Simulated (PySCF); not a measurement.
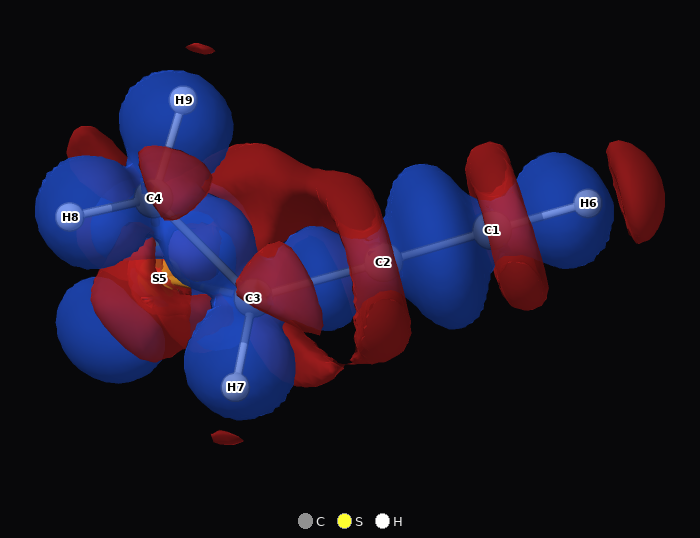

C4H4S, SMILES `C#CC1CS1`. Deformation density (molecule less spherical, spin-averaged free atoms at the same positions), surfaces at ±0.05 e/Å³; blue: gain, red: loss.

PySCF calculation, PBE/cc-pVTZ, gas phase; geometry: GFN2-xTB. No frequency check shows the geometry to be a minimum. GFN2-xTB bond lengths at metals and heavier atoms can be off by up to 0.1 Å and shapes distorted, which carries into these values.

The calculation's input:

```python
import numpy as np
from pyscf import gto, scf, dft
from pyscf.scf import atom_ks, atom_hf
from scipy.linalg import block_diag

def solve(mol, dm0=None, hcore=None):
    mf = (dft.UKS if mol.spin else dft.RKS)(mol, xc='pbe')
    mf.grids.level = 3
    mf = mf.density_fit(auxbasis='def2-universal-jkfit')
    mf.conv_tol, mf.max_cycle = 1e-8, 80
    if hcore is not None:
        mf.get_hcore = lambda *args: hcore
    mf.kernel(dm0)
    if not mf.converged:
        mf = mf.newton().run(mf.mo_coeff, mf.mo_occ, max_cycle=30)
    assert mf.converged, 'SCF not converged'
    return mf

mol = gto.M(atom='''
C     -2.50251    -0.23967     0.22702
C     -1.40732     0.04686    -0.16699
C     -0.08677     0.35877    -0.59665
C      0.84326     1.06846     0.32197
S      1.27246    -0.66105     0.07388
H     -3.47121    -0.47550     0.55246
H      0.00886     0.54800    -1.66182
H      1.53621     1.78494    -0.09919
H      0.48676     1.31281     1.31434
''', basis='cc-pvtz', charge=0, spin=0, verbose=4)
mf = solve(mol)
mf.analyze()
# spherically averaged free atoms, for the promolecule
atm = atom_ks.get_atm_nrks(mol, xc='pbe')
pro = block_diag(*[(atm[a[0]][2] * atm[a[0]][3]) @ atm[a[0]][2].T for a in mol._atom])
np.savez('result.npz', e=mf.e_tot, c=mf.mo_coeff, occ=mf.mo_occ, eps=mf.mo_energy, pro=pro, dip=mf.dip_moment(verbose=0), s2=mf.spin_square()[0])
```

Launched as:

```sh
OMP_NUM_THREADS=1 python input.py
```

The run took 31 s on 1 thread of Intel(R) Xeon(R) Platinum 8488C (Sapphire Rapids) (shared host), peak memory 0.68 GiB.

Partitions, critical points and surface values were worked out afterwards from this run's density.

Describe the bonding that the map shows.

C1–C2: +0.84 e/Å³ at the bond critical point (bond length 1.20 Å, Mayer order 2.6). C1–H6: +0.80 e/Å³ at the bond critical point (bond length 1.05 Å, Mayer order 1.0). C4–H9: +0.77 e/Å³ at the bond critical point (bond length 1.08 Å, Mayer order 1.0). C4–H8: +0.77 e/Å³ at the bond critical point (bond length 1.08 Å, Mayer order 1.0). C3–H7: +0.77 e/Å³ at the bond critical point (bond length 1.09 Å, Mayer order 1.0). C2–C3: +0.57 e/Å³ at the bond critical point (bond length 1.42 Å, Mayer order 1.0). C3–C4: +0.44 e/Å³ at the bond critical point (bond length 1.49 Å, Mayer order 1.0). C4–S5: +0.14 e/Å³ at the bond critical point (bond length 1.80 Å, Mayer order 1.0). C3–S5: +0.11 e/Å³ at the bond critical point (bond length 1.83 Å, Mayer order 1.0). In all, 2.0 electrons gather in the regions of gain relative to the promolecule. A small or negative value marks a very polar bond, one between electron-rich atoms, whose free-atom densities already overlap strongly, a long bond to a heavier atom, or a closed-shell contact such as a hydrogen bond.

Where do the Hirshfeld charges lie?

The highest Hirshfeld charge is on H6 (+0.09 e), the lowest on C1 (−0.10 e).

```json
{"atom": "C1", "charge (e)": "−0.10"}
{"atom": "C2", "charge (e)": "−0.04"}
{"atom": "C3", "charge (e)": "−0.01"}
{"atom": "C4", "charge (e)": "−0.06"}
{"atom": "S5", "charge (e)": "−0.04"}
{"atom": "H6", "charge (e)": "+0.09"}
{"atom": "H7", "charge (e)": "+0.06"}
{"atom": "H8", "charge (e)": "+0.06"}
{"atom": "H9", "charge (e)": "+0.06"}
```
